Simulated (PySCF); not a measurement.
C₅H₁₃AlO₃, SMILES CC[O][Al]([O]C)[O]CC at its GFN2-xTB optimised geometry (Å):

```
22

Al    -0.2856    -0.8188     0.0000
O     -1.1337    -2.2469    -0.0035
C     -2.3486    -2.9379    -0.0037
H     -3.2003    -2.2550     0.0043
H     -2.4078    -3.5646    -0.8983
H     -2.4008    -3.5768     0.8828
O      1.3743    -0.8188     0.0000
C      2.5464    -1.5781    -0.0061
C      2.2694    -3.0725    -0.0472
H      3.1380    -1.2840    -0.8834
H      3.1192    -1.3296     0.8971
H      1.6974    -3.3086    -0.9413
H      3.2003    -3.6343    -0.0506
H      1.6767    -3.3530     0.8201
O     -1.1293     0.6113     0.0000
C     -1.0906     2.0079     0.0081
C      0.3298     2.5470     0.0707
H     -1.5871     2.3691    -0.9022
H     -1.6621     2.3590     0.8777
H      0.8905     2.1859    -0.7881
H      0.3263     3.6343     0.0738
H      0.8153     2.1811     0.9723
```

Method: B3LYP/def2-SVP (PySCF). Cells within 0.4 Å of a nucleus heavier than hydrogen are left out (blank, or x).

Map of the electrostatic potential (hartree/e), clipped to [-0.08, 0.12] on the plane z = 0.0 Å:

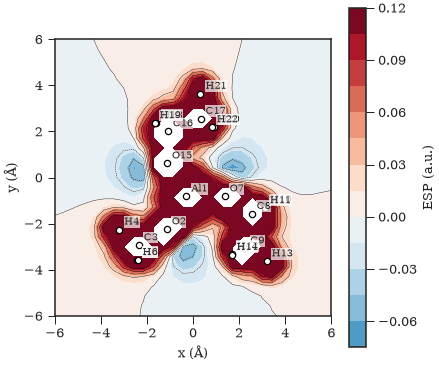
Figure: Electrostatic potential (hartree/e), clipped to [-0.08, 0.12] on the plane z = 0.0 Å.
